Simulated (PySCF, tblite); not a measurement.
# C8H9ClSi: geometry, infrared bands and NMR shifts

Aim: predict the infrared bands and NMR shifts of C8H9ClSi (`C=CC#C[Si]1(Cl)CC=CC1`).

Computed with tblite 0.8.0 and PySCF 2.14.0, with density-fitted response routines of our own, on a single molecule in the gas phase. Atoms are numbered from 0 throughout.

### Step 1. The starting structure

19 atoms, charge 0, multiplicity 1; geometry from: force field or distance geometry start.

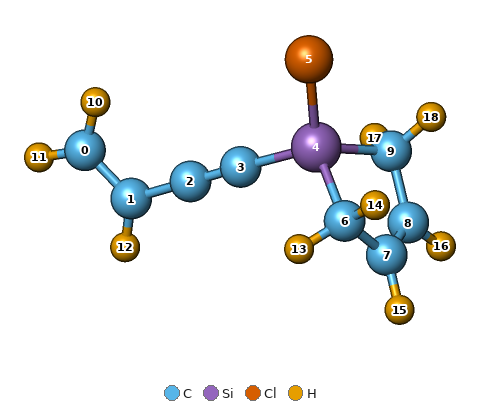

The starting geometry (carbon blue, silicon purple, chlorine orange, hydrogen amber), atoms numbered.

### Step 2. Geometry optimisation with GFN2-xTB

What the job is given:

```
{"job": {"kind": "relax", "xc": "GFN2-xTB", "basis": "xTB"}, "charge": 0, "multiplicity": 1}
C      4.311800     0.152100    -0.315200
C      3.298000    -0.719700    -0.219900
C      1.974800    -0.162900    -0.275000
C      0.851800     0.311200    -0.325900
Si    -0.835800     0.977200    -0.388900
Cl    -0.907900     2.939800    -1.011400
C     -1.983700    -0.162100    -1.364900
C     -2.415400    -1.049800    -0.266100
C     -2.291400    -0.664600     0.937300
C     -1.725200     0.665000     1.220500
H      4.055400     1.211400    -0.442300
H      5.340900    -0.152700    -0.275700
H      3.467400    -1.783000    -0.073600
H     -1.363800    -0.664200    -2.128200
H     -2.846000     0.380600    -1.783900
H     -2.859600    -2.061300    -0.519100
H     -2.615200    -1.302600     1.812000
H     -0.965800     0.651100     2.024300
H     -2.499900     1.443800     1.403900
```

Launch:

```
$ OMP_NUM_THREADS=1 python probes_run.py task.json out
```

This one command runs all jobs of the session in turn.

**Question.** This job is followed by: GFN2-xTB harmonic vibrations, gas phase; GIAO PBE0/pcSseg-1 NMR shielding, non-relativistic, gas phase. What will the session give for the following? strongest single infrared mode (GFN2-xTB); zero-point energy (GFN2-xTB); 13C shifts against TMS (PBE0/pcSseg-1, means over atoms taken as alike); 1H shifts against TMS (PBE0/pcSseg-1, means over atoms taken as alike); 29Si shifts against TMS (PBE0/pcSseg-1); 35Cl shifts against HCl (PBE0/pcSseg-1).

As calculated:

| quantity | value |
| --- | --- |
| strongest single infrared mode (GFN2-xTB) | 687 cm⁻¹, 168 km/mol |
| zero-point energy (GFN2-xTB) | 87.7 kcal/mol |
| 13C shifts against TMS (PBE0/pcSseg-1, means over atoms taken as alike) | 140.4, 137.3, 123.7, 114.5, 101.1, 28.3 ppm |
| 1H shifts against TMS (PBE0/pcSseg-1, means over atoms taken as alike) | 6.30, 6.08, 6.08, 6.03, 1.96, 1.79 ppm |
| 29Si shifts against TMS (PBE0/pcSseg-1) | 11.1 ppm |
| 35Cl shifts against HCl (PBE0/pcSseg-1) | 17 ppm |

What this shows: Relaxing lowered the energy by 0.556 eV in 102 steps; the close pair that moved most is C7–H15, from 1.133 to 1.081 Å. The lowest mode is slightly imaginary (13i cm⁻¹), a soft motion within the noise of the Hessian, so the minimum is not strictly shown. The strongest single mode, at 687 cm⁻¹, is spread over many atoms; the largest shares are those of H16, H15. Unscaled tight-binding wavenumbers are off by several per cent, some by more. Its intensities can rank the bands wrongly. C0 (terminal =CH2 carbon) lies farthest downfield among carbon, at 140.4 ppm; as expected for a trigonal carbon in a double bond. At PBE0/pcSseg-1: The widest tensor belongs to C2: span 287 ppm, with a paramagnetic part of -192 ppm.
